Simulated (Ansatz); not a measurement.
**AlHClO (SMILES [O][AlH][Cl]): UCCSDTQ/STO-3G**

Aim: the energy change on altering one bond length of AlHClO at UCCSDTQ/STO-3G, from 2 runs. 

The calculation is run with Ansatz 0.2.0.

60 further runs of the same task are left out: 7 that didn't finish, 53 set aside as unsound or not needed.

### Step 1. Starting point

AlHClO: 4 atoms, total charge 0, spin state doublet. As SMILES, `[O][AlH][Cl]`. The shape is that of a PBE0-D4/def2-TZVP optimisation.

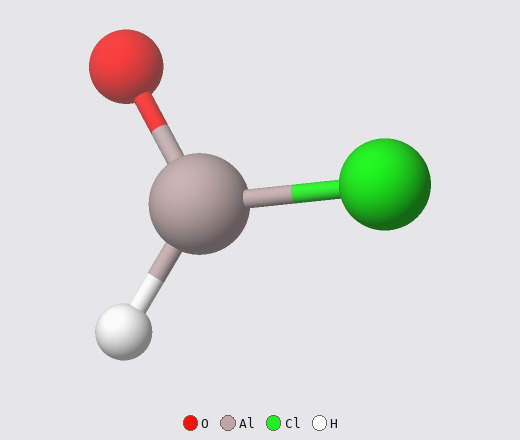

Viewed from a chosen angle; oxygen red, aluminium light grey, chlorine green, hydrogen white.

### Step 2. A single-point energy at UCCSDTQ/STO-3G

input.yaml reads:

```yaml
crystal:
  periodic: [false, false, false]
  atoms:
    - symbol: O
      position_ang: [0.290600, -1.035900, 1.350600]
    - symbol: Al
      position_ang: [0.118400, 0.049000, 0.015600]
    - symbol: Cl
      position_ang: [-1.573200, -0.210600, -1.168800]
    - symbol: H
      position_ang: [1.219700, 1.137300, -0.217800]
basis:
  gaussian:
    orbitals: STO-3G
magnetization:
  spin_polarized: true
  initial_magnetization: 1
correlation:
  method: ccsdtq
  frozen_orbitals: {Al: 5, Cl: 5, H: 0, O: 1}
accuracy: high
scf:
  omitted_lower_state_checks: [cluster_reference, increment]
```

The run is started by

```
$ ansatz run input.yaml --threads 1 --pin off --max-ram 2610MiB --events-out events.jsonl --progress --plain --runs-dir runs
```

Log, shortened:

```text
Warning: RAYON_NUM_THREADS=1 ignored (pool sized by the plan → 1); use --threads N
Functional definition: HF
  name "HF"
[...]
432 factors; integrals over basis functions are off by at most 2.4e-8 eV
[...]
mean field -20901.46940454 eV, -768.1148330920 hartree, gradient 6.1e-8 eV, S^2 0.756799; 5 other end points of the search recorded, 0 dependent functions left out
11 core orbitals not correlated: weight in the atoms' cores, before any rotation towards them, 0.999 or more for the frozen orbitals, at most 0.000 for the correlated occupied ones
reference -20901.46940454 eV, -768.1148330920 hartree; 9, 8 occupied and 4, 5 virtual orbitals, 432 factors
second order -1.22444874 eV of doubles, -0.00000000 eV of singles
cycle   1  -1.44071544 eV  change   -2.2e-1 eV  update   7.6e-2
[...]
cycle  44  -1.75660903 eV  change  -8.9e-10 eV  update   1.6e-9
Total energy: -20903.22601357 eV, -768.1793872832 hartree
Checks for a lower state left out: cluster_reference, increment
```

Run time: 89 s. Hardware: 1 thread of Arm Neoverse V1, shared host; peak memory 0.53 GiB.

### Step 3. The distorted shape at the same level

input.yaml reads:

```yaml
crystal:
  periodic: [false, false, false]
  atoms:
    - {symbol: O, position_ang: [0.713505, -0.970999, 1.646703]}
    - {symbol: Al, position_ang: [0.541305, 0.113901, 0.311703]}
    - {symbol: Cl, position_ang: [-1.573200, -0.210600, -1.168800]}
    - {symbol: H, position_ang: [1.642605, 1.202201, 0.078303]}
basis:
  gaussian:
    orbitals: STO-3G
magnetization:
  spin_polarized: true
  initial_magnetization: 1
correlation:
  method: ccsdtq
  frozen_orbitals: {Al: 5, Cl: 5, H: 0, O: 1}
accuracy: high
scf:
  omitted_lower_state_checks: [cluster_reference, increment]
```

The run is started by

```
$ ansatz run input.yaml --threads 1 --pin off --max-ram 2610MiB --events-out events.jsonl --progress --plain --runs-dir runs
```

Log, shortened:

```text
Warning: RAYON_NUM_THREADS=1 ignored (pool sized by the plan → 1); use --threads N
[... 2 set-up lines as earlier in the session ...]
[...]
417 factors; integrals over basis functions are off by at most 2.4e-8 eV
[...]
mean field -20899.59972018 eV, -768.0461234591 hartree, gradient 2.5e-8 eV, S^2 0.759252; 4 other end points of the search recorded, 0 dependent functions left out
11 core orbitals not correlated: weight in the atoms' cores, before any rotation towards them, 1.000 or more for the frozen orbitals, at most 0.000 for the correlated occupied ones
reference -20899.59972018 eV, -768.0461234591 hartree; 9, 8 occupied and 4, 5 virtual orbitals, 417 factors
second order -1.34866464 eV of doubles, -0.00000000 eV of singles
cycle   1  -1.58569489 eV  change   -2.4e-1 eV  update   8.9e-2
[...]
cycle  50  -1.98014366 eV  change   8.9e-11 eV  update   1.3e-9
Total energy: -20901.57986384 eV, -768.1188923965 hartree
Checks for a lower state left out: cluster_reference, increment
```

Wall time 93 s (1 thread of Arm Neoverse V1, shared host); peak memory 0.53 GiB.

### Step 4. Summary of results

Level: UCCSDTQ/STO-3G, 11 core orbitals frozen.

| quantity | value |
| --- | --- |
| first shape: total energy | -768.17939 Eh |
| first shape: correlation energy (11 core orbitals frozen) | -64.6 mEh |
| first shape: ⟨S²⟩ of the reference determinant | 0.757 |
| first shape: T1 diagnostic | 0.016 |
| distorted shape: total energy | -768.11889 Eh |
| distorted shape: correlation energy (11 core orbitals frozen) | -72.8 mEh |
| distorted shape: ⟨S²⟩ of the reference determinant | 0.759 |
| distorted shape: T1 diagnostic | 0.020 |
| energy change with the Al2–Cl3 bond stretched from 2.081 to 2.602 Å | 1.646 eV |

With the Al2–Cl3 bond stretched from 2.081 to 2.602 Å the energy rises by 1.65 eV (159 kJ/mol). The first shape isn't relaxed at this level, so the change isn't measured from a minimum. The minimal basis adds a large error of its own.
